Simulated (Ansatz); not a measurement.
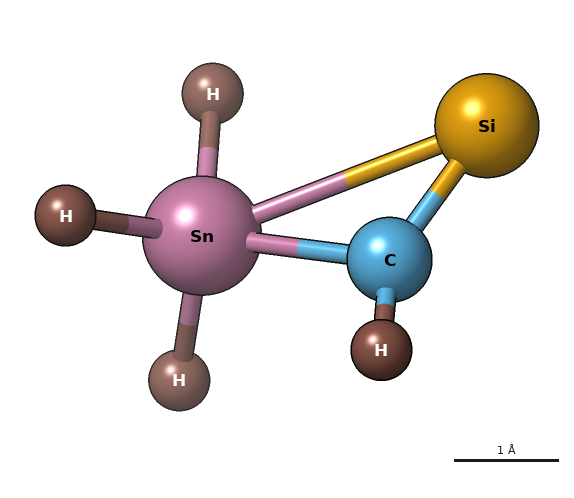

The picture shows a molecular structure as a ball-and-stick model.

The geometry was computed by an optimisation with PBE0-D4/def2-TZVP. No frequency run is at hand to confirm it as a minimum.

**Which formula does it have?**

CH₄SiSn, 7 atoms: 1 carbon, 4 hydrogen, 1 silicon and 1 tin.

**Count the bonded pairs by element.**

3 Sn–H, 1 C–Si, 1 Si–Sn, 1 C–H, 1 C–Sn. Sticks follow a distance rule.

More results for the same structure follow; atom numbers are the same in all pictures, views and colours differ.

Symmetry

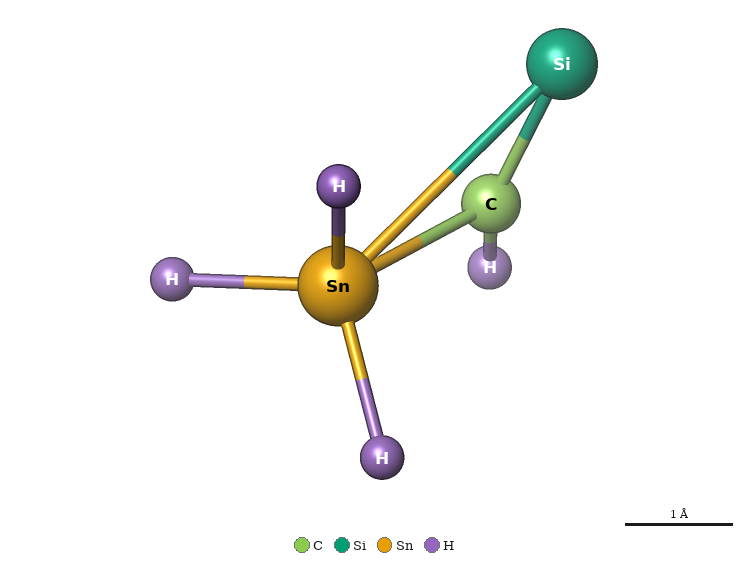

Distant atoms are faded towards the background colour. No frequency run is at hand to confirm it as a minimum. Masses are those of the most abundant isotopes; constants are for the rigid equilibrium geometry.

**Classify the rotor and give the rotational constants (GHz).**

An asymmetric top (Cs): A = 19.7, B = 2.15, C = 2.00 GHz. Ray's parameter κ is −0.98, close to the prolate limit.

Dipole moment

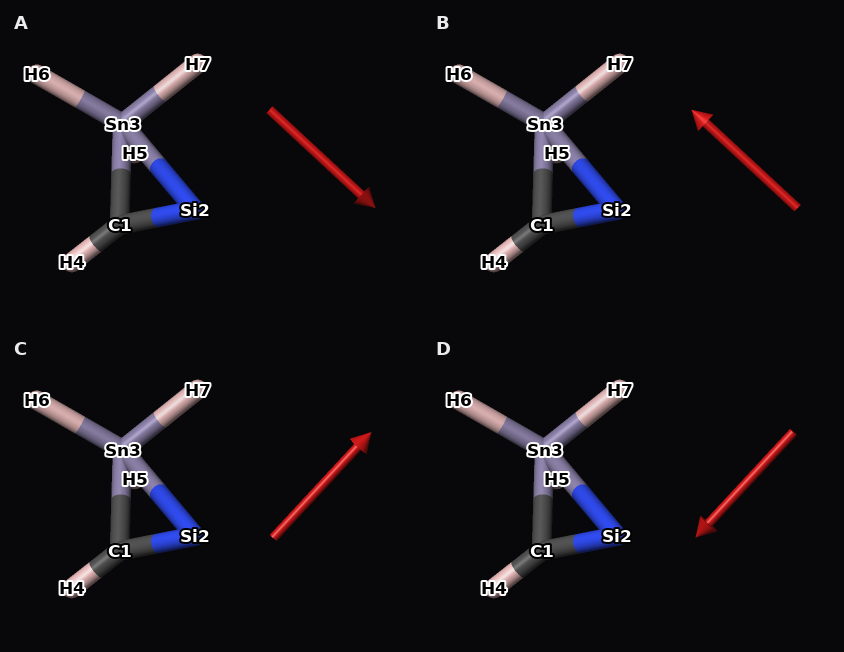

The same molecule four times, each with an arrow. No frequency run is at hand to confirm it as a minimum. Level of theory: RKS PBE0-D4/def2-TZVP, core potentials on Sn (Ansatz 0.2.0).

**Which arrow points along the dipole moment, from the negative to the positive end?**

D. The dipole moment is 0.33 D; it points from the side of H7 to the side of H4 (the outermost atoms at the two ends).

Electronic properties

No frequency run is at hand to confirm it as a minimum. Properties computed with RKS PBE0-D4/def2-TZVPP, core potentials on Sn (Ansatz 0.2.0).

What does the calculation give?

- HOMO energy (Kohn–Sham orbital): −6.76 eV
- LUMO energy (Kohn–Sham orbital): −2.17 eV
- HOMO–LUMO gap: 4.59 eV
- dispersion correction: −14.2 kJ/mol

Charges

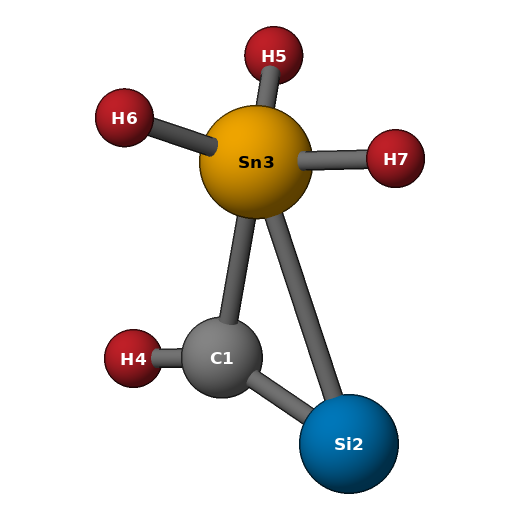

The questions are on Mulliken charges. No frequency run is at hand to confirm it as a minimum. Method: RKS PBE0-D4/def2-TZVP, core potentials on Sn (Ansatz 0.2.0).

**Which atom carries the highest charge (most positive or least negative)?**

Sn3 (0.37 e).

**And the lowest?**

C1 (−0.49 e).

Give the Mulliken charges atom by atom.

```tsv
atom	value (e)
C1	−0.49
Si2	0.10
Sn3	0.37
H4	0.17
H5	−0.05
H6	−0.05
H7	−0.04
```

Mulliken values depend strongly on the basis set and can even reverse the polarity of a bond.
